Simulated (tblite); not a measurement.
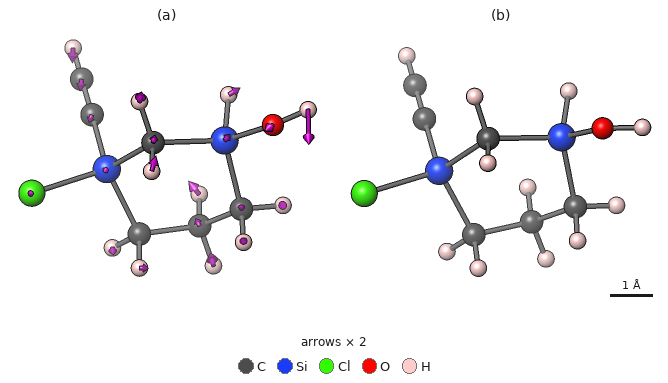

The structure of C$_{6}$H$_{11}$ClOSi$_{2}$ before (left) and after (right) a relaxation, at one scale. The purple arrows give the displacements, 2 times their true length.

Style: ball-and-stick. Shown at a tilt.

These are results of tblite, GFN2-xTB geometry optimisation, gas phase, not measurements. 

> Describe what moved and what it gained.

The atom that moves furthest after the best rigid fit is an H atom (0.53 Å). By element the largest moves are H 0.53 Å, O 0.16 Å, C 0.15 Å, Si 0.12 Å, Cl 0.07 Å. Among the contacts that change: C–Si 1.853 → 1.893 Å, O–Si 1.667 → 1.631 Å, H–Si 1.485 → 1.468 Å, C–C 1.545 → 1.529 Å. Bond angles that change, for instance: O–Si–C 111.7° → 104.7°, O–Si–H 105.2° → 110.5°, Si–O–H 117.1° → 122.0°. Groups turn about O–Si by about 20°. After 89 geometry steps the energy has fallen by 0.151 eV. Cost: 1.8 s on 1 thread of Arm Neoverse N1, with other jobs on the host.
